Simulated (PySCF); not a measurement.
SMILES c1(ccccc1C=C)CC (C10H12), singlet at its GFN2-xTB optimised geometry (Å):

```
22

C     -2.3146    -1.9201    -0.6172
C     -1.1561    -1.7433     0.0029
C     -0.3934    -0.4941     0.0000
C     -1.0693     0.7254     0.0131
C     -0.3852     1.9248     0.0169
C      0.9989     1.9237     0.0093
C      1.6808     0.7205     0.0000
C      1.0088    -0.4941     0.0000
C      1.7980    -1.7720    -0.0660
C      1.7221    -2.3944    -1.4612
H     -2.8422    -2.8580    -0.5749
H     -2.7720    -1.1436    -1.2075
H     -0.7210    -2.5671     0.5539
H     -2.1490     0.7245     0.0401
H     -0.9292     2.8580     0.0301
H      1.5453     2.8555     0.0128
H      2.7622     0.7223    -0.0070
H      2.8422    -1.5628     0.1758
H      1.4254    -2.4888     0.6695
H      2.3054    -3.3119    -1.5007
H      0.6911    -2.6248    -1.7200
H      2.1144    -1.7018    -2.2029
```

Level of theory: B3LYP/def2-SVP (PySCF 2.14.0).

Map of the log10 of the electron density (e/bohr³), floored at −4 on the plane z = 1.5 Å:

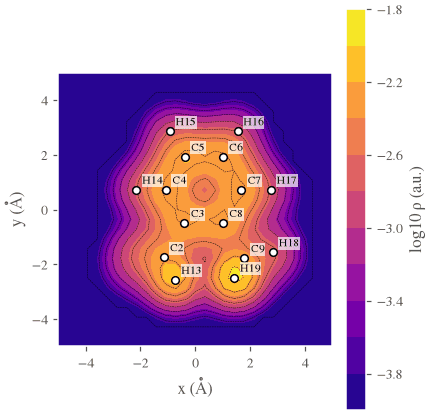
Figure: Log10 of the electron density (e/bohr³), floored at −4 on the plane z = 1.5 Å.
